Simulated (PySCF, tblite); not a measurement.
**Si₃BH₉+ (doublet), a small gas-phase stand-in for a defect centre: EPR parameters**

Aim: the EPR parameters of `[SiH3]B([SiH3])[SiH3]`. It is drawn as: threefold B.

Computed with tblite 0.8.0 and PySCF 2.14.0; each step states its level. No surroundings beyond the atoms listed, unless a continuum is named. Atoms count from 0, parts from 1.

### 1 The system as given

13 atoms, charge 1, multiplicity 2; geometry: distance geometry start.

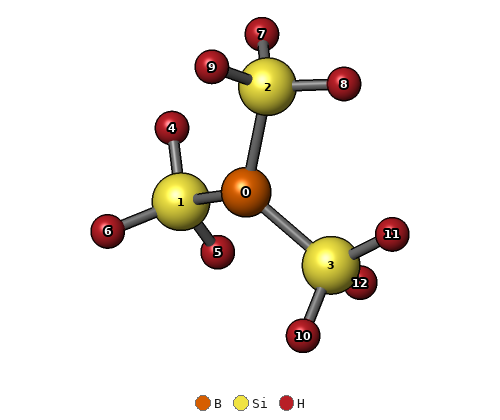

The starting geometry (boron orange, silicon yellow, hydrogen red), atoms numbered.

### 2 Geometry optimisation with GFN2-xTB

Job settings and geometry (Å):

```
{"job": {"kind": "relax", "xc": "GFN2-xTB", "basis": "xTB"}, "charge": 1, "multiplicity": 2}
B      0.152939     0.022040    -0.226017
Si     0.961421     1.488440    -1.245103
Si    -0.544532    -1.462727    -1.281165
Si    -0.888043     0.521003     1.331651
H      0.678348     1.309524    -2.610116
H      0.409104     2.708906    -0.800041
H      2.352917     1.509206    -1.059846
H     -0.888187    -1.010964    -2.591466
H     -1.705759    -1.981694    -0.632093
H      0.467163    -2.467708    -1.357542
H     -0.013929     0.689571     2.450942
H     -1.872610    -0.473408     1.636546
H     -1.530984     1.762078     1.083113
```

With the program's defaults for keys left out, this is: GFN2-xTB geometry optimisation, gas phase.

On the command line:

```console
$ OMP_NUM_THREADS=1 python cluster_run.py task.json out
```

The driver reads the jobs from task.json and runs them one after another.

The log of the run:

```text
step      E/eV     max force
  0    -284.74480    1.516
  1    -284.88561    0.947
  2    -285.02375    0.794
  3    -285.06774    0.757
  4    -285.10020    0.480
  5    -285.12169    0.386
  6    -285.13763    0.328
  7    -285.14735    0.324
  8    -285.16065    0.408
  9    -285.17997    0.359
 10    -285.19514    0.277
 11    -285.20274    0.310
 12    -285.21123    0.291
 13    -285.22279    0.346
 14    -285.23696    0.297
 15    -285.24962    0.196
 16    -285.25636    0.165
 17    -285.25858    0.131
 18    -285.26094    0.139
 19    -285.26538    0.186
 20    -285.27148    0.353
 21    -285.27908    0.452
 22    -285.28658    0.378
 23    -285.29280    0.175
 24    -285.29690    0.135
 25    -285.29954    0.152
 26    -285.30156    0.153
 27    -285.30355    0.107
 28    -285.30606    0.120
 29    -285.30888    0.137
 30    -285.31143    0.167
 31    -285.31327    0.124
 32    -285.31457    0.103
 33    -285.31582    0.114
 34    -285.31727    0.120
 35    -285.31884    0.161
 36    -285.32045    0.156
 37    -285.32184    0.117
 38    -285.32290    0.072
 39    -285.32370    0.073
 40    -285.32421    0.053
 41    -285.32451    0.048
 42    -285.32473    0.051
 43    -285.32497    0.042
 44    -285.32525    0.051
 45    -285.32554    0.059
 46    -285.32573    0.043
 47    -285.32580    0.012
 48    -285.32582    0.011
 49    -285.32584    0.017
 50    -285.32589    0.030
 51    -285.32598    0.042
 52    -285.32612    0.042
 53    -285.32623    0.025
 54    -285.32628    0.014
 55    -285.32629    0.011
 56    -285.32630    0.010
 57    -285.32632    0.015
 58    -285.32635    0.016
 59    -285.32639    0.015
 60    -285.32641    0.011
 61    -285.32642    0.009
 62    -285.32643    0.009
 63    -285.32644    0.012
 64    -285.32647    0.015
 65    -285.32652    0.020
 66    -285.32659    0.024
 67    -285.32668    0.020
 68    -285.32676    0.024
 69    -285.32682    0.023
 70    -285.32689    0.022
 71    -285.32700    0.025
 72    -285.32714    0.026
 73    -285.32729    0.033
 74    -285.32740    0.034
 75    -285.32746    0.021
 76    -285.32750    0.015
 77    -285.32752    0.014
 78    -285.32755    0.022
 79    -285.32761    0.035
 80    -285.32772    0.048
 81    -285.32791    0.055
 82    -285.32816    0.044
 83    -285.32837    0.028
 84    -285.32849    0.030
 85    -285.32853    0.031
 86    -285.32863    0.030
 87    -285.32872    0.023
 88    -285.32887    0.021
 89    -285.32896    0.022
 90    -285.32902    0.017
 91    -285.32905    0.017
 92    -285.32909    0.017
 93    -285.32915    0.018
 94    -285.32924    0.023
 95    -285.32932    0.020
 96    -285.32936    0.017
 97    -285.32942    0.020
 98    -285.32950    0.028
 99    -285.32963    0.037
100    -285.32978    0.041
101    -285.32993    0.034
102    -285.33005    0.025
103    -285.33013    0.031
104    -285.33021    0.029
105    -285.33026    0.015
106    -285.33029    0.012
107    -285.33030    0.012
108    -285.33033    0.011
109    -285.33036    0.011
110    -285.33038    0.013
111    -285.33040    0.011
112    -285.33041    0.010
113    -285.33042    0.009
114    -285.33044    0.011
115    -285.33045    0.012
116    -285.33047    0.009
117    -285.33048    0.009
118    -285.33048    0.006
```

It took 3.2 s on 1 thread of Arm Neoverse N1, shared host.

The steps of the relaxation:

| step | energy from step 0 (eV) | largest force (eV/Å) |
| --- | --- | --- |
| 0 | 0.0000 | 1.5166 |
| 4 | -0.3554 | 0.4803 |
| 8 | -0.4158 | 0.4080 |
| 12 | -0.4664 | 0.2908 |
| 16 | -0.5116 | 0.1650 |
| 20 | -0.5267 | 0.3531 |
| 24 | -0.5521 | 0.1356 |
| 28 | -0.5613 | 0.1199 |
| 32 | -0.5698 | 0.1028 |
| 36 | -0.5756 | 0.1557 |
| 40 | -0.5794 | 0.0528 |
| 44 | -0.5804 | 0.0506 |
| 48 | -0.5810 | 0.0119 |
| 52 | -0.5813 | 0.0425 |
| 56 | -0.5815 | 0.0107 |
| 60 | -0.5816 | 0.0114 |
| 64 | -0.5817 | 0.0152 |
| 68 | -0.5820 | 0.0239 |
| 72 | -0.5823 | 0.0265 |
| 76 | -0.5827 | 0.0144 |
| 80 | -0.5829 | 0.0481 |
| 84 | -0.5837 | 0.0302 |
| 88 | -0.5841 | 0.0211 |
| 92 | -0.5843 | 0.0170 |
| 96 | -0.5846 | 0.0171 |
| 100 | -0.5850 | 0.0405 |
| 104 | -0.5854 | 0.0284 |
| 108 | -0.5855 | 0.0106 |
| 112 | -0.5856 | 0.0094 |
| 116 | -0.5857 | 0.0091 |
| 118 | -0.5857 | 0.0064 |

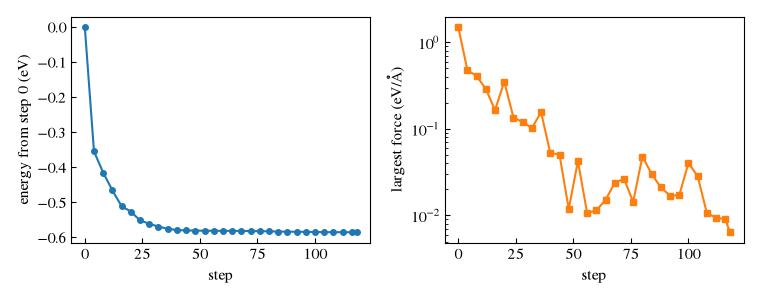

Energy and largest force along the relaxation.

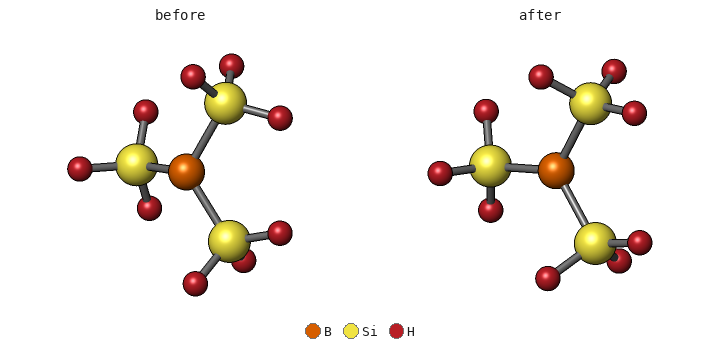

The geometry before (left) and after (right).

Distances of close pairs at the start and the end, largest changes first:

| bond | before (Å) | after (Å) | change (Å) |
| --- | --- | --- | --- |
| B0–Si3 | 1.939 | 2.020 | +0.081 |
| B0–Si2 | 1.950 | 2.021 | +0.071 |
| Si1–H6 | 1.404 | 1.471 | +0.067 |
| Si1–H4 | 1.405 | 1.470 | +0.064 |
| Si1–H5 | 1.412 | 1.470 | +0.058 |
| Si3–H12 | 1.420 | 1.472 | +0.052 |
| Si2–H7 | 1.428 | 1.472 | +0.044 |
| Si2–H9 | 1.428 | 1.471 | +0.043 |

### 3 Optimising the geometry at PBE0-D3(BJ)/def2-SVP

Job settings and geometry (Å):

```
{"job": {"xc": "PBE0", "basis": "def2-SVP", "d3": "d3bj", "grid": 2, "kind": "geom", "shake": 0.01}, "charge": 1, "multiplicity": 2}
B      0.035957     0.023969    -0.032806
Si     1.259507     1.338439    -0.860110
Si    -0.505888    -1.728973    -0.870374
Si    -0.829996     0.312754     1.759590
H      1.270224     1.276268    -2.336876
H      0.969851     2.738721    -0.484527
H      2.613640     0.985784    -0.363562
H     -1.225828    -1.292096    -2.054454
H     -1.282242    -2.667844    -0.063375
H      0.825569    -2.313326    -1.163369
H      0.283935     0.593380     2.636940
H     -1.652792    -0.771527     2.343918
H     -1.751729     1.487079     1.496411
```

The log of the run:

```text
step   0  E = -897.63336237  max force = 0.036792
step   1  E = -897.64563714  max force = 0.007018
step   2  E = -897.64615205  max force = 0.002583
step   3  E = -897.64629283  max force = 0.001188
step   4  E = -897.64631107  max force = 0.000679
step   5  E = -897.64632708  max force = 0.000543
step   6  E = -897.64633589  max force = 0.000495
step   7  E = -897.64634143  max force = 0.000240
optimisation converged
```

Wall time 2.1 min (1 thread of Arm Neoverse N1, shared host); peak memory 0.6 GiB.

The steps of the relaxation:

| step | energy from step 0 (eV) | largest force component (eV/Å) |
| --- | --- | --- |
| 0 | 0.0000 | 1.8919 |
| 1 | -0.3340 | 0.3609 |
| 2 | -0.3480 | 0.1328 |
| 3 | -0.3519 | 0.0611 |
| 4 | -0.3524 | 0.0349 |
| 5 | -0.3528 | 0.0279 |
| 6 | -0.3530 | 0.0255 |
| 7 | -0.3532 | 0.0123 |

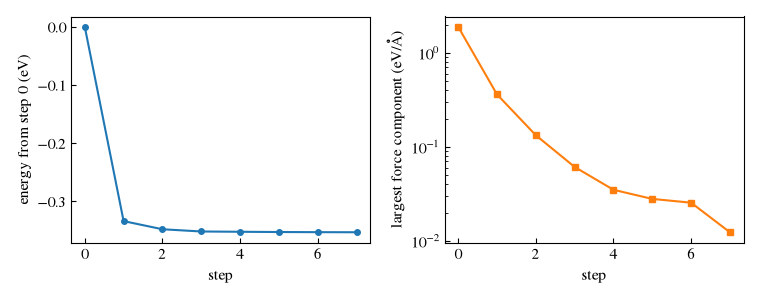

Energy and force, step by step.

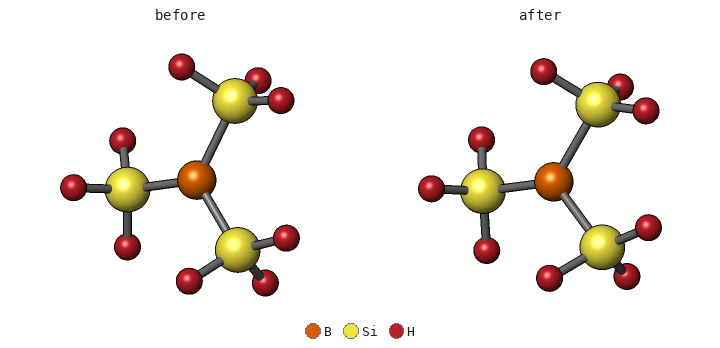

The geometry before (left) and after (right).

Distances of close pairs at the start and the end, largest changes first:

| bond | before (Å) | after (Å) | change (Å) |
| --- | --- | --- | --- |
| B0–Si3 | 2.011 | 2.091 | +0.079 |
| B0–Si2 | 2.017 | 2.088 | +0.071 |
| Si3–H10 | 1.445 | 1.493 | +0.048 |
| Si2–H7 | 1.453 | 1.495 | +0.042 |
| B0–Si1 | 1.977 | 2.008 | +0.031 |
| Si3–H12 | 1.516 | 1.495 | -0.021 |
| Si2–H8 | 1.461 | 1.481 | +0.019 |
| Si1–H4 | 1.478 | 1.490 | +0.012 |

The next job starts from the end point, and lists it.

| at the end point | value |
| --- | --- |
| rotational constants (GHz, main isotopes) | 2.813, 1.980, 1.215 |
| ⟨S²⟩ | 0.755 |

### 4 g tensor and hyperfine couplings: B3LYP/IGLO-III+pcH-1

Job settings and geometry (Å):

```
{"job": {"kind": "epr"}, "charge": 1, "multiplicity": 2}
B      0.093272     0.121985    -0.089835
Si     1.351453     1.445380    -0.925919
Si    -0.549697    -1.744595    -0.768473
Si    -0.894178     0.206141     1.751094
H      1.302515     1.298803    -2.407639
H      0.986803     2.815962    -0.469221
H      2.670909     1.011860    -0.369698
H     -1.272214    -1.212741    -1.963865
H     -1.388024    -2.572920     0.128003
H      0.805331    -2.309914    -1.043865
H      0.303204     0.537277     2.579863
H     -1.645245    -0.986141     2.205614
H     -1.753980     1.371566     1.381254
```

Method: UKS B3LYP, IGLO-III on B Si, pcH-1 on H, non-relativistic, mean-field spin-orbit, GIAO.

The log of the run:

```text
UKS, coarse grid
  cycle   1  E = -898.43165091  |g| = 2.24e-01
  cycle   2  E = -898.42829246  |g| = 2.08e-01
  cycle   3  E = -898.45459724  |g| = 5.59e-02
  cycle   4  E = -898.45671951  |g| = 1.29e-02
  cycle   5  E = -898.45681037  |g| = 2.90e-03
  cycle   6  E = -898.45681597  |g| = 9.94e-04
UKS, final grid
  cycle   1  E = -898.45681841  |g| = 8.15e-04
  cycle   2  E = -898.45681848  |g| = 7.71e-04
  cycle   3  E = -898.45681880  |g| = 7.41e-05
  cycle   4  E = -898.45681880  |g| = 4.59e-05
  cycle   5  E = -898.45681881  |g| = 9.64e-06
E = -898.45681881 Eh   <S^2> = 0.7538 (exact 0.7500)
g shifts (ppm)      1          2          3
  rmc          -122       -122       -122
  gc             -2         -0         19
  oz_so         599        668       3654
  total         474        545       3551
hyperfine (MHz)  atom isotope    a_iso     a_fc   dipolar eigenvalues
    0   11B       9.48       9.51    -35.77    -33.31     69.08
    1  29Si      22.54      22.60     -1.42     -1.16      2.58
    2  29Si     -19.49     -19.67    -59.66     28.00     31.66
    3  29Si     -20.39     -20.58    -60.59     28.46     32.13
    4    1H      43.76      43.76     -1.98     -1.02      3.00
    5    1H      41.05      41.05     -1.96     -1.07      3.03
    6    1H      -4.49      -4.49     -2.03     -1.50      3.53
    7    1H      78.93      78.92     -5.38      1.07      4.30
    8    1H      -7.84      -7.84     -3.93     -2.00      5.92
    9    1H      90.55      90.54     -5.45      1.11      4.34
   10    1H      93.42      93.42     -5.51      1.15      4.36
   11    1H      -8.48      -8.48     -3.96     -1.99      5.95
   12    1H      75.02      75.01     -5.40      1.05      4.35
```

Wall time 77 s (1 thread of Arm Neoverse N1, shared host); peak memory 0.91 GiB.

Principal g values 2.00279, 2.00286, 2.00587; g(iso) = 2.00384, against 2.00232 for a free electron.

Mean a(iso) over the nuclei that a row names, and the largest dipolar term of the row (other rows stand at the frozen geometry):

| nuclei | isotope | a(iso) (MHz) | a(iso) (G, at g = 2.0023) | largest dipolar term (MHz) |
| --- | --- | --- | --- | --- |
| H10 | 1H | 93.4 | 33.3 | -5.5 |
| H9 | 1H | 90.6 | 32.3 | -5.4 |
| H7, H12 | 1H | 77.0 | 27.5 | -5.4 |
| H4, H5 | 1H | 42.4 | 15.1 | 3.0 |
| Si1 | 29Si | 22.5 | 8.0 | 2.6 |
| Si2, Si3 | 29Si | -19.9 | -7.1 | -60.6 |
| B0 | 11B | 9.5 | 3.4 | 69.1 |
| H8, H11 | 1H | -8.2 | -2.9 | 5.9 |
| H6 | 1H | -4.5 | -1.6 | 3.5 |

Mulliken spin populations:

B0 0.51; Si1 -0.03; Si2 0.16; Si3 0.17; H4 0.02; H5 0.02; H6 0.00; H7 0.04; H8 0.00; H9 0.04; H10 0.04; H11 -0.01; H12 0.04

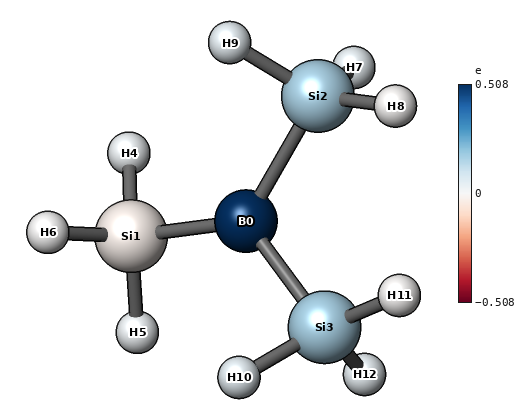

Mulliken spin populations, as colours on the atoms.

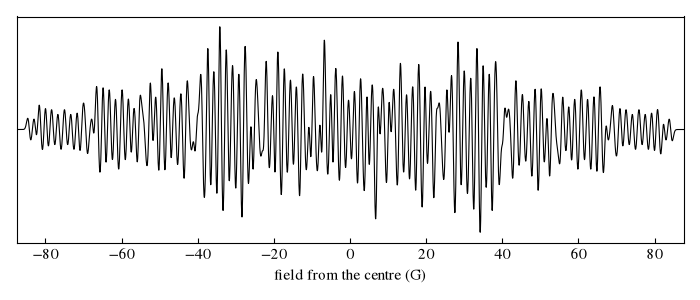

First-order isotropic spectrum (first derivative, main isotopes with spin only, couplings over 0.8 MHz, Gaussian width 0.4 G; couplings of the frozen geometry, rotation of groups not averaged beyond the rows shown).

### 5 g tensor and hyperfine couplings: BHandHLYP/IGLO-III+pcH-1

Settings changed since step 4:

```diff
@@ -1,2 +1,2 @@
-{"job": {"kind": "epr"}, "charge": 1, "multiplicity": 2}
+{"job": {"kind": "epr", "xc": "BHandHLYP"}, "charge": 1, "multiplicity": 2}
 B      0.093272     0.121985    -0.089835
```

Level: UKS BHandHLYP, IGLO-III on B Si, pcH-1 on H, non-relativistic, mean-field spin-orbit, GIAO.

The log of the run:

```text
UKS, coarse grid
  cycle   1  E = -898.30640992  |g| = 2.47e-01
  cycle   2  E = -898.34064509  |g| = 1.59e-01
  cycle   3  E = -898.35728918  |g| = 3.53e-02
  cycle   4  E = -898.35831104  |g| = 1.14e-02
  cycle   5  E = -898.35841148  |g| = 2.84e-03
  cycle   6  E = -898.35842371  |g| = 8.05e-04
  cycle   7  E = -898.35842494  |g| = 2.58e-04
UKS, final grid
  cycle   1  E = -898.35842715  |g| = 1.35e-04
  cycle   2  E = -898.35842718  |g| = 6.83e-05
  cycle   3  E = -898.35842718  |g| = 3.23e-05
  cycle   4  E = -898.35842719  |g| = 3.94e-06
E = -898.35842719 Eh   <S^2> = 0.7570 (exact 0.7500)
g shifts (ppm)      1          2          3
  rmc          -122       -122       -122
  gc              1         -1         18
  oz_so         551        753       2932
  total         430        631       2828
hyperfine (MHz)  atom isotope    a_iso     a_fc   dipolar eigenvalues
    0   11B       1.65       1.68    -37.14    -34.82     71.96
    1  29Si      24.97      25.03     -1.80     -0.77      2.57
    2  29Si     -17.26     -17.45    -60.49     27.88     32.61
    3  29Si     -18.11     -18.31    -61.49     28.37     33.12
    4    1H      35.37      35.37     -1.96     -1.21      3.17
    5    1H      33.14      33.14     -1.95     -1.25      3.20
    6    1H      -3.42      -3.42     -2.20     -1.55      3.75
    7    1H      79.68      79.67     -5.34      1.16      4.17
    8    1H     -11.38     -11.39     -3.89     -2.08      5.97
    9    1H      90.92      90.92     -5.40      1.30      4.10
   10    1H      93.79      93.78     -5.47      1.36      4.11
   11    1H     -11.86     -11.86     -3.93     -2.08      6.00
   12    1H      76.08      76.07     -5.37      1.12      4.25
```

Run time: 80 s. Hardware: 1 thread of Arm Neoverse N1, shared host; peak memory 0.91 GiB.

In short: g(iso) 2.00362.

### 6 Run by run: EPR parameters

g, ⟨S²⟩ and isotropic hyperfine couplings (MHz), with basis size and wall time:

| run | g(iso) | ⟨S²⟩ | 1H H10 | 1H H9 | 1H H7 (mean) | 1H H4 (mean) | 29Si Si1 | functions | time |
| --- | --- | --- | --- | --- | --- | --- | --- | --- | --- |
| B3LYP/IGLO-III+pcH-1 | 2.00384 | 0.754 | 93.4 | 90.6 | 77.0 | 42.4 | 22.5 | 257 | 77 s |
| BHandHLYP/IGLO-III+pcH-1 | 2.00362 | 0.757 | 93.8 | 90.9 | 77.9 | 34.3 | 25.0 | 257 | 80 s |

### 7 Results

```
                            quantity                 value
rotational constants (main isotopes)  2.81, 1.98, 1.21 GHz
                      g(iso) (B3LYP)               2.00384
                                ⟨S²⟩    0.754 (exact 0.75)
  largest a(iso) (averaged by class)   1H on H10, 93.4 MHz
```

What this shows: The start of the PBE0/def2-SVP relaxation was shaken at random by about 0.01 Å, so part of the energy gained, and of the first lengths quoted, undoes that. Relaxing lowered the energy by 0.353 eV in 7 steps; the close pair that moved most is B0–Si3, from 2.011 to 2.091 Å (PBE0/def2-SVP). B0 carries the largest spin population, 0.51 e. The isotropic g lies 1.5 ppt above the free-electron value. The coupling of 1H on H10 runs from 93.4 (B3LYP/IGLO-III+pcH-1) to 93.8 MHz (BHandHLYP/IGLO-III+pcH-1). A capped cluster stands for the solid here, so long-range fields and strain are missing, and bands or shifts of the capping hydrogens have no counterpart in it.
